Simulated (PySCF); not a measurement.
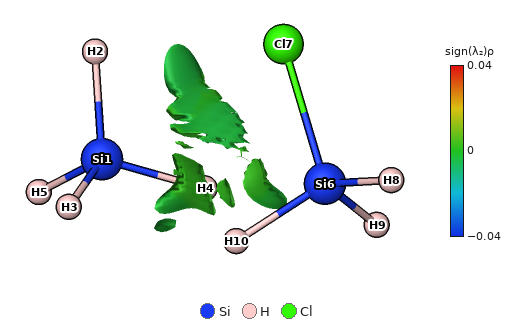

ClH7Si2, SMILES `[SiH4].[SiH3]Cl`. Non-covalent interaction surfaces between the fragments (reduced density gradient s = 0.4, coloured by sign(λ₂)ρ in a.u.; trimmed to the region between the fragments where ρ is under 0.06 a.u.). Fragment A: SiH4 (atoms 1–5); fragment B: SiH3Cl.

PySCF calculation, HF/def2-TZVP, gas phase; geometry: GFN2-xTB. GFN2-xTB bond lengths at metals and heavier atoms can be off by up to 0.1 Å and shapes distorted, which carries into these values.

Interpret the surfaces between the fragments.

Bond critical points between the fragments: H3···H10, H···H contact, 3.10 Å, ρ = 0.002 a.u.; H2···Cl7, 3.52 Å, ρ = 0.003 a.u., a bond path close to vanishing (ellipticity 1.5). All are weak and appear green (van der Waals range). Several contacts close a ring, whose ring point adds a part with positive λ₂ between them. The pose is a local one from a semi-empirical search, not shown to be the most stable.

How strongly are they bound?

The counterpoise-corrected interaction energy of the frozen fragments is +0.8 kcal/mol without dispersion correction and −1.8 kcal/mol with D3(BJ). The pair geometry is semi-empirical, not a minimum at this level.

Run time: 5.3 s on 1 thread of Arm Neoverse V1, on a shared host, peak memory 0.29 GiB.
